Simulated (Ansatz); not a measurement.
**C2H4AlFO (SMILES C=C[O][AlH][F]): the energy, rung by rung**

The species is C2H4AlFO (9 atoms), meant as a singlet with charge 0. SMILES: `C=C[O][AlH][F]`. The shape was relaxed beforehand at PBE0/def2-SVP. This is one conformer, not always the lowest.

```tsv
atom	x (Å)	y (Å)	z (Å)
C	-1.5598	-0.3520	1.1267
C	-0.7678	-0.3379	0.0536
O	0.4572	0.2084	0.0412
Al	1.8226	0.5213	-0.9108
F	3.0637	1.3173	-0.1553
H	-1.2379	0.0932	2.0709
H	-2.5458	-0.8142	1.0669
H	-1.0974	-0.7882	-0.8945
H	1.9538	0.1056	-2.4161
```

Each level gives the dissociation energy of the H9–Al4 bond into doublet H and doublet C2H3AlFO (shapes relaxed at PBE0/def2-SVP, no zero-point term) (eV). The values are calculated.

| level | kind | program | value (eV) | CPU time (all runs) |
| --- | --- | --- | --- | --- |
| HF/def2-SVP | Hartree–Fock | Ansatz | 3.07 | 2.2 s |
| r2SCAN/def2-SVP | meta-GGA | Ansatz | 3.70 | 5.8 s |
| B3LYP/def2-SVP | global hybrid | Ansatz | 3.83 | 3.2 s |
| PBE0-D4/def2-SVP | global hybrid | Ansatz | 3.69 | 3.4 s |
| wB97M-V/def2-SVP | range-separated hybrid | Ansatz | 3.99 | 12 s |

The values span 3.07 to 3.99 eV. Hartree–Fock misses the correlation of the electron pair that is broken and comes out low. Measured bond enthalpies also hold zero-point and thermal terms, a few tenths of an eV less. Times are those of the runs behind each value, whatever else they computed, on shared processors of several kinds: orders of magnitude only.

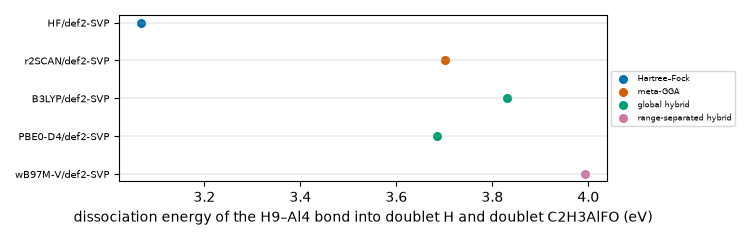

The values of the table, level by level.
